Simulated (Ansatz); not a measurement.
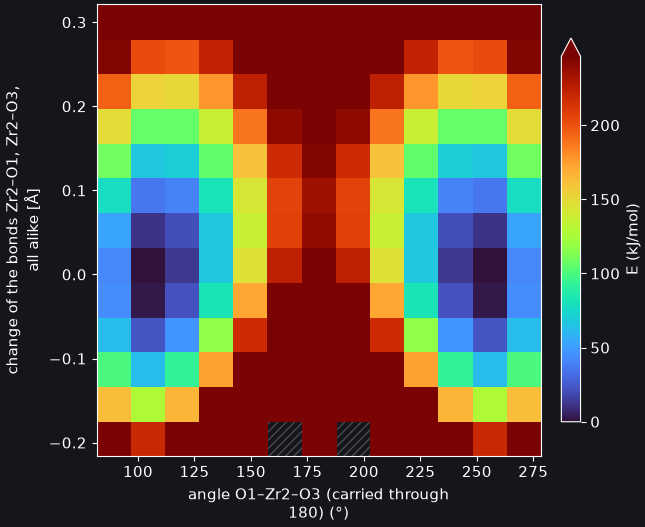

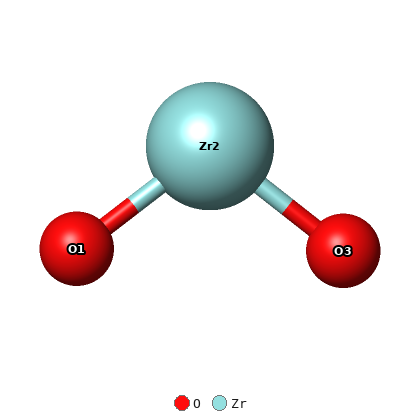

Energy landscape of O2Zr, SMILES [O]=[Zr]=[O]. Coordinates scanned: (1) angle O1–Zr2–O3 (carried through 180); (2) change of the bonds Zr2–O1, Zr2–O3, all alike. Nothing is relaxed (all other coordinates rigid). The grid has 13 × 13 points; 90 points were computed and 77 follow by symmetry. At 2 points there is no value. Points are written as (first, second). Energies: kJ/mol, counted from the lowest grid point. All numbers below come from RKS r2SCAN-D4/def2-TZVP in Ansatz 0.2.0.

Drawn: one coloured cell a grid point, one colour for all values above the top of the scale, hatched blanks where no value was computed. The second picture is the structure at the lowest point.

> Describe this landscape.

The lowest grid point is at (104.3°, 0.012 Å). The same energy is found at (255.7°, 0.012 Å). The highest grid point, (180.0°, −0.195 Å), lies 743 kJ/mol above the lowest.

Each point was launched as `ansatz run input.yaml --threads 1 --pin off --max-ram 2560MiB --backend cpu --events-out ev --progress --plain --runs-dir out`. The whole map (90 points run) took 18 min on 1 thread of Arm Neoverse V1, with other jobs on the host.
